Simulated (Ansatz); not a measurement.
Geometry relaxation of MoHCl4F3 (part 1 of 2)

- system: MoHCl4F3
- method: RHF/def2-SVP (Ansatz 0.2.0)

The run did not end well. The input holds or restrains some coordinates. It belongs to a series of runs on one base structure; here: pulled along the bonds that form and break, towards end A.

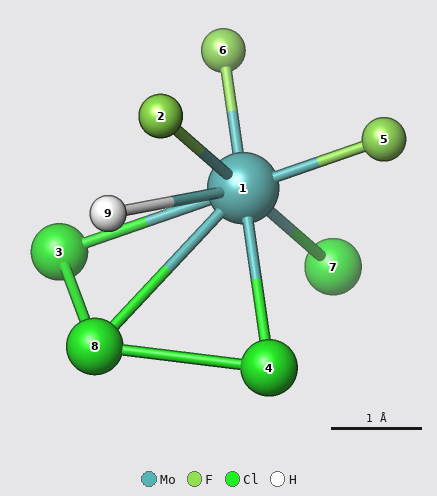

The structure as given in the input (ball-and-stick view, seen at a tilt; atoms are numbered from 1 in the order of the input). Sticks mark near contacts. Bond lengths as drawn: Cl–Cl 1.97 to 2.06 Å, Cl–Mo 2.31 to 2.61 Å, F–Mo 1.77 to 2.12 Å and H–Mo 2.33 Å.

## Input
```yaml
crystal:
  periodic: [false, false, false]
  atoms:
    - { symbol: Mo, position_ang: [0.0, 0.0, 0.0] }
    - { symbol: F, position_ang: [0.0, 0.0, 2.12] }
    - { symbol: Cl, position_ang: [2.31, 0.0, 0.0] }
    - { symbol: Cl, position_ang: [0.0, 2.31, 0.0] }
    - { symbol: F, position_ang: [-1.77, 0.0, 0.0] }
    - { symbol: F, position_ang: [0.0, -1.77, 0.0] }
    - { symbol: Cl, position_ang: [0.0, 0.0, -2.31] }
    - { symbol: Cl, position_ang: [1.7152, 1.7868, 0.823] }
    - { symbol: H, position_ang: [0.8537, 0.8894, 1.981] }
basis:
  gaussian: { orbitals: def2-SVP }
hamiltonian:
  xc: hf
relax:
  f_tol: 0.15
  max_steps: 25
  restrain:
    - { distance: [0, 7], at: 3.51, k: 30.0 }
    - { distance: [8, 1], at: 2.12, k: 30.0 }
    - { distance: [0, 1], at: 1.77, k: 30.0 }
    - { distance: [8, 7], at: 1.37, k: 30.0 }
```

Run on 4 threads of Arm Neoverse V1, 24 GiB of memory available, shared host.

Launched with:
```bash
ansatz run input.yaml --threads 4 --pin off --max-ram 5120MiB --backend cpu --events-out ev --progress --plain --runs-dir out
```

## Log
```
The last accepted step is kept in [file] (removed where the run ends without a failure and the disk answers)
Engine: ansatz 0.2.0, aarch64-unknown-linux-gnu
Functional definition: HF
  exchange = exact_x
  correlation = 0
1517 factors; integrals over basis functions are off by at most 5.2e-4 eV
mean field evaluation 1: about -59943.8368 eV, gradient 6.2e1 eV
mean field evaluation 2: about -59944.3563 eV, gradient 6.2e1 eV
mean field evaluation 4: about -59952.5730 eV, gradient 1.3e1 eV
mean field evaluation 8: about -59954.2310 eV, gradient 1.0e0 eV
mean field evaluation 16: about -59954.2651 eV, gradient 1.0e-1 eV
mean field evaluation 32: about -59954.5238 eV, gradient 2.2e-5 eV
mean field evaluation 64: about -59954.4259 eV, gradient 2.6e-1 eV
mean field evaluation 96: about -59954.2614 eV, gradient 2.0e-1 eV
mean field evaluation 128: about -59953.7402 eV, gradient 1.1e0 eV
mean field evaluation 160: about -59953.7701 eV, gradient 6.8e-1 eV
mean field evaluation 192: about -59951.1192 eV, gradient 5.1e0 eV
mean field evaluation 224: about -59941.4806 eV, gradient 9.2e0 eV
mean field evaluation 256: about -59951.9194 eV, gradient 1.0e1 eV
mean field evaluation 288: about -59954.1852 eV, gradient 8.0e-1 eV
mean field evaluation 320: about -59954.1709 eV, gradient 6.1e-1 eV
mean field evaluation 352: about -59917.1189 eV, gradient 8.6e1 eV
mean field -59954.52380356 eV, -2203.2881111451 hartree, gradient 1.2e-5 eV, S^2 0.000000; 3 other end points of the search recorded, 0 dependent functions left out
the calculation of the forces begins
reference -59954.52380356 eV, -2203.2881111451 hartree; 55, 55 occupied and 95, 95 virtual orbitals, 1517 factors
relax step   1: F+E_penalty+E_count = -59954.52380356 eV  Δ(F+E_penalty+E_count) = +0.000e0 eV  max|allowed force component| = 9.863e0 eV/Å  E_restraint = 27.21705536 eV  max|allowed force component, restraints' pulls added| = 2.223e1 eV/Å  Δτ_max = 0.0000 Å  (540 SCF iters, accepted)
  distance Mo 0 - Cl 7 = 2.6100 Å
  distance H 8 - F 1 = 1.2406 Å
  distance Mo 0 - F 1 = 2.1200 Å
  distance H 8 - Cl 7 = 1.6996 Å
these checks for a lower state are left out or cut short: starts, cluster_reference, orbital_swaps, neighbouring_geometries, increment
1517 factors; integrals over basis functions are off by at most 5.7e-4 eV
mean field -59957.02422545 eV, -2203.3799999546 hartree, gradient 3.6e-5 eV, S^2 0.000000; 0 other end points of the search recorded, 0 dependent functions left out
[... from here on the field's lines of each further geometry are left out, up to the last ...]
relax step   2: F+E_penalty+E_count = -59957.02422545 eV  Δ(F+E_penalty+E_count) = -2.500e0 eV  max|allowed force component| = 5.718e0 eV/Å  E_restraint = 13.81453640 eV  max|allowed force component, restraints' pulls added| = 1.693e1 eV/Å  Δτ_max = 0.1950 Å  (102 SCF iters, accepted)
relax step   3: F+E_penalty+E_count = -59958.24271432 eV  Δ(F+E_penalty+E_count) = -1.218e0 eV  max|allowed force component| = 5.118e0 eV/Å  E_restraint = 4.08618474 eV  max|allowed force component, restraints' pulls added| = 9.379e0 eV/Å  Δτ_max = 0.1949 Å  (97 SCF iters, accepted)
relax step   4: F+E_penalty+E_count = -59959.66078099 eV  Δ(F+E_penalty+E_count) = -1.418e0 eV  max|allowed force component| = 2.996e0 eV/Å  E_restraint = 0.39764492 eV  max|allowed force component, restraints' pulls added| = 3.747e0 eV/Å  Δτ_max = 0.1948 Å  (94 SCF iters, accepted)
relax step   5: F+E_penalty+E_count = -59960.68539382 eV  Δ(F+E_penalty+E_count) = -1.025e0 eV  max|allowed force component| = 2.770e0 eV/Å  E_restraint = 0.19820911 eV  max|allowed force component, restraints' pulls added| = 1.652e0 eV/Å  Δτ_max = 0.1944 Å  (91 SCF iters, accepted)
relax step   6: F+E_penalty+E_count = -59961.02099553 eV  Δ(F+E_penalty+E_count) = -3.356e-1 eV  max|allowed force component| = 3.593e0 eV/Å  E_restraint = 0.24207489 eV  max|allowed force component, restraints' pulls added| = 1.525e0 eV/Å  Δτ_max = 0.1949 Å  (88 SCF iters, accepted)
relax step   7: F+E_penalty+E_count = -59961.09983241 eV  Δ(F+E_penalty+E_count) = -7.884e-2 eV  max|allowed force component| = 3.305e0 eV/Å  E_restraint = 0.20066305 eV  max|allowed force component, restraints' pulls added| = 6.825e-1 eV/Å  Δτ_max = 0.1942 Å  (80 SCF iters, accepted)
relax step   8: F+E_penalty+E_count = -59961.16683844 eV  Δ(F+E_penalty+E_count) = -6.701e-2 eV  max|allowed force component| = 3.285e0 eV/Å  E_restraint = 0.17071103 eV  max|allowed force component, restraints' pulls added| = 6.185e-1 eV/Å  Δτ_max = 0.1952 Å  (83 SCF iters, accepted)
relax step   9: F+E_penalty+E_count = -59961.29228127 eV  Δ(F+E_penalty+E_count) = -1.254e-1 eV  max|allowed force component| = 3.103e0 eV/Å  E_restraint = 0.16196702 eV  max|allowed force component, restraints' pulls added| = 6.349e-1 eV/Å  Δτ_max = 0.1968 Å  (84 SCF iters, accepted)
relax step  10: F+E_penalty+E_count = -59961.49649941 eV  Δ(F+E_penalty+E_count) = -2.042e-1 eV  max|allowed force component| = 2.909e0 eV/Å  E_restraint = 0.16550178 eV  max|allowed force component, restraints' pulls added| = 6.669e-1 eV/Å  Δτ_max = 0.1948 Å  (80 SCF iters, accepted)
relax step  11: F+E_penalty+E_count = -59961.75242049 eV  Δ(F+E_penalty+E_count) = -2.559e-1 eV  max|allowed force component| = 2.685e0 eV/Å  E_restraint = 0.18431810 eV  max|allowed force component, restraints' pulls added| = 6.670e-1 eV/Å  Δτ_max = 0.1989 Å  (79 SCF iters, accepted)
relax step  12: F+E_penalty+E_count = -59962.09223359 eV  Δ(F+E_penalty+E_count) = -3.398e-1 eV  max|allowed force component| = 3.537e0 eV/Å  E_restraint = 0.30398317 eV  max|allowed force component, restraints' pulls added| = 9.132e-1 eV/Å  Δτ_max = 0.1956 Å  (87 SCF iters, accepted)
relax step  13: F+E_penalty+E_count = -59962.00379081 eV  Δ(F+E_penalty+E_count) = +8.844e-2 eV  max|allowed force component| = 3.492e0 eV/Å  E_restraint = 0.17134274 eV  max|allowed force component, restraints' pulls added| = 6.984e-1 eV/Å  Δτ_max = 0.0886 Å  (88 SCF iters, accepted)
relax step  14: F+E_penalty+E_count = -59962.15065519 eV  Δ(F+E_penalty+E_count) = -1.469e-1 eV  max|allowed force component| = 3.115e0 eV/Å  E_restraint = 0.31673926 eV  max|allowed force component, restraints' pulls added| = 1.112e0 eV/Å  Δτ_max = 0.0808 Å  (90 SCF iters, accepted)
relax step  15: F+E_penalty+E_count = -59962.16106762 eV  Δ(F+E_penalty+E_count) = -1.041e-2 eV  max|allowed force component| = 3.442e0 eV/Å  E_restraint = 0.25237307 eV  max|allowed force component, restraints' pulls added| = 6.599e-1 eV/Å  Δτ_max = 0.2000 Å  (92 SCF iters, accepted)
relax step  16: F+E_penalty+E_count = -59962.16987610 eV  Δ(F+E_penalty+E_count) = -8.808e-3 eV  max|allowed force component| = 3.670e0 eV/Å  E_restraint = 0.19549990 eV  max|allowed force component, restraints' pulls added| = 5.486e-1 eV/Å  Δτ_max = 0.1955 Å  (88 SCF iters, accepted)
relax step  17: F+E_penalty+E_count = -59962.25818728 eV  Δ(F+E_penalty+E_count) = -8.831e-2 eV  max|allowed force component| = 3.830e0 eV/Å  E_restraint = 0.18616548 eV  max|allowed force component, restraints' pulls added| = 6.220e-1 eV/Å  Δτ_max = 0.1930 Å  (89 SCF iters, accepted)
relax step  18: F+E_penalty+E_count = -59962.42488384 eV  Δ(F+E_penalty+E_count) = -1.667e-1 eV  max|allowed force component| = 3.762e0 eV/Å  E_restraint = 0.19697322 eV  max|allowed force component, restraints' pulls added| = 7.412e-1 eV/Å  Δτ_max = 0.1949 Å  (86 SCF iters, accepted)
relax step  19: F+E_penalty+E_count = -59962.59460336 eV  Δ(F+E_penalty+E_count) = -1.697e-1 eV  max|allowed force component| = 3.698e0 eV/Å  E_restraint = 0.22039258 eV  max|allowed force component, restraints' pulls added| = 5.993e-1 eV/Å  Δτ_max = 0.1950 Å  (84 SCF iters, accepted)
relax step  20: F+E_penalty+E_count = -59962.71909647 eV  Δ(F+E_penalty+E_count) = -1.245e-1 eV  max|allowed force component| = 3.838e0 eV/Å  E_restraint = 0.23984065 eV  max|allowed force component, restraints' pulls added| = 6.580e-1 eV/Å  Δτ_max = 0.1950 Å  (97 SCF iters, accepted)
relax step  21: F+E_penalty+E_count = -59962.81598835 eV  Δ(F+E_penalty+E_count) = -9.689e-2 eV  max|allowed force component| = 4.000e0 eV/Å  E_restraint = 0.26393060 eV  max|allowed force component, restraints' pulls added| = 6.357e-1 eV/Å  Δτ_max = 0.1903 Å  (78 SCF iters, accepted)
relax step  22: F+E_penalty+E_count = -59962.83067735 eV  Δ(F+E_penalty+E_count) = -1.469e-2 eV  max|allowed force component| = 4.432e0 eV/Å  E_restraint = 0.22256321 eV  max|allowed force component, restraints' pulls added| = 7.056e-1 eV/Å  Δτ_max = 0.1950 Å  (79 SCF iters, accepted)
relax step  23: F+E_penalty+E_count = -59962.91341112 eV  Δ(F+E_penalty+E_count) = -8.273e-2 eV  max|allowed force component| = 4.210e0 eV/Å  E_restraint = 0.26517148 eV  max|allowed force component, restraints' pulls added| = 6.889e-1 eV/Å  Δτ_max = 0.1924 Å  (79 SCF iters, accepted)
the calculation of the forces begins
reference -59962.91970168 eV, -2203.5966547099 hartree; 55, 55 occupied and 95, 95 virtual orbitals, 1525 factors
relax step  24: F+E_penalty+E_count = -59962.91970168 eV  Δ(F+E_penalty+E_count) = -6.291e-3 eV  max|allowed force component| = 3.999e0 eV/Å  E_restraint = 0.27959872 eV  max|allowed force component, restraints' pulls added| = 6.886e-1 eV/Å  Δτ_max = 0.1995 Å  (79 SCF iters, rejected (line search))
  distance Mo 0 - Cl 7 = 3.5522 Å
  distance H 8 - F 1 = 2.1440 Å
  distance Mo 0 - F 1 = 1.7965 Å
  distance H 8 - Cl 7 = 1.4948 Å
these checks for a lower state are left out or cut short: starts, cluster_reference, orbital_swaps, neighbouring_geometries, increment
1525 factors; integrals over basis functions are off by at most 9.2e-4 eV
mean field -59962.87005979 eV, -2203.5948304041 hartree, gradient 1.6e-5 eV, S^2 0.000000; 0 other end points of the search recorded, 0 dependent functions left out
the calculation of the forces begins
reference -59962.87005979 eV, -2203.5948304041 hartree; 55, 55 occupied and 95, 95 virtual orbitals, 1525 factors
relax step  25: F+E_penalty+E_count = -59962.87005979 eV  Δ(F+E_penalty+E_count) = +4.335e-2 eV  max|allowed force component| = 4.330e0 eV/Å  E_restraint = 0.16730321 eV  max|allowed force component, restraints' pulls added| = 5.953e-1 eV/Å  Δτ_max = 0.0972 Å  (81 SCF iters, accepted)
```

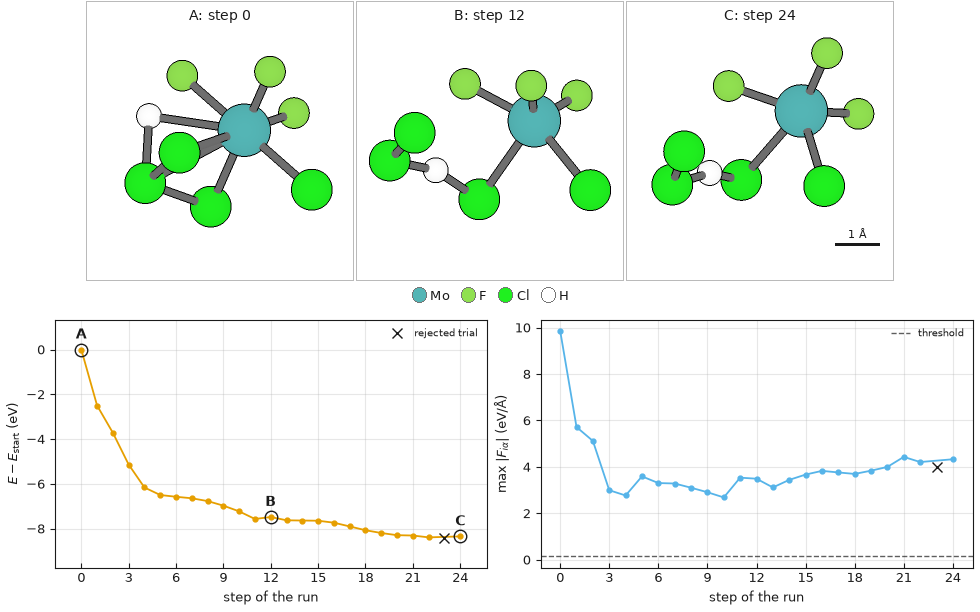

Frames of the restrained relaxation (ball-and-stick view, seen at a tilt) above the curves, on which the letters mark them (the first geometry is step 0 here and step 1 in the log).

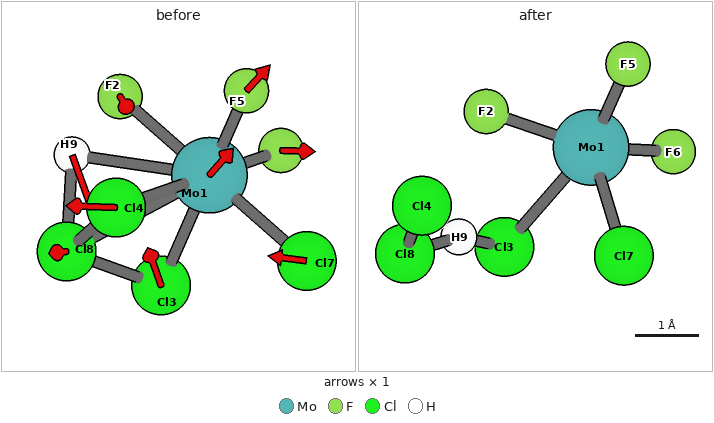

Before (left) and after (right) the restrained relaxation, at one scale (ball-and-stick view, seen at a tilt). The red arrows give the displacements, at true length. The relaxation stopped without meeting its thresholds, so the last structure isn't shown to be converged. H9 moves most after the best rigid fit: 1.41 Å. By element the largest moves are H 1.41 Å, Cl 1.02 Å, F 0.75 Å, Mo 0.72 Å. Among the contacts that change: Mo1–Cl4 2.310 → 3.931 Å, Cl3–H9 2.615 → 1.461 Å, Mo1–Cl8 2.610 → 3.548 Å, Cl3–Cl8 2.055 → 2.887 Å. New bonds form: Cl3–H9 (2.61 → 1.46 Å). Bonds break: Cl3–Cl8 (2.06 → 2.89 Å), Mo1–Cl4 (2.31 → 3.93 Å), Mo1–Cl8 (2.61 → 3.55 Å). Among the angles that change: F2–Mo1–Cl7 180.0° → 113.0°, F2–Mo1–F6 90.0° → 140.9°, Cl4–Cl8–H9 89.1° → 124.6°. After 24 geometry steps the energy has fallen by 8.346 eV. Largest force component: 9.9 eV/Å at the start, 4.3 eV/Å at the end. The line search rejected the trial step at point 23 (counted from 0) and went back. (Atoms are counted from 1 in the order of the input.)

```
  distance Mo 0 - Cl 7 = 3.5477 Å
  distance H 8 - F 1 = 2.1355 Å
  distance Mo 0 - F 1 = 1.7968 Å
  distance H 8 - Cl 7 = 1.4637 Å
```
